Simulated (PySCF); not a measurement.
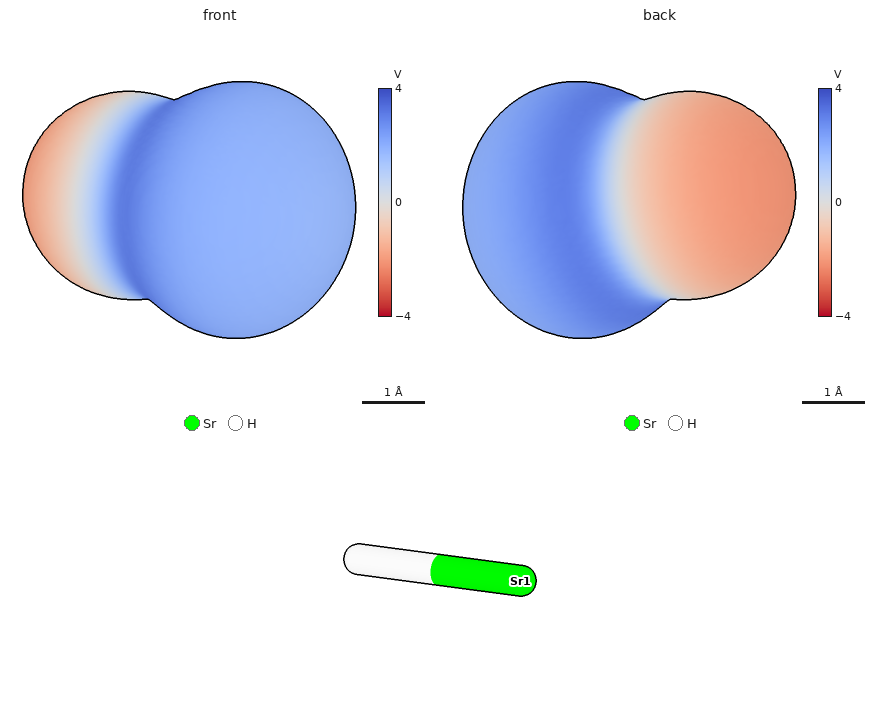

Figure. SrH (doublet). The electrostatic potential painted on the density surface at 0.002 e/bohr³, seen from the front and from behind; the colour scale runs from red (negative) to blue (positive). The bare structure is drawn below in the same view.

All numbers below come from PySCF, PBE0/x2c-SVPall, spin-free X2C-1e, Gaussian nucleus, at a bond length of 2.106 Å.

**Where is the surface potential most negative and most positive?**

The most negative region (about −2.1 V, or −48 kcal/mol for a unit charge) lies over H2, the most positive (about +3.0 V, or +69 kcal/mol for a unit charge) over Sr1.
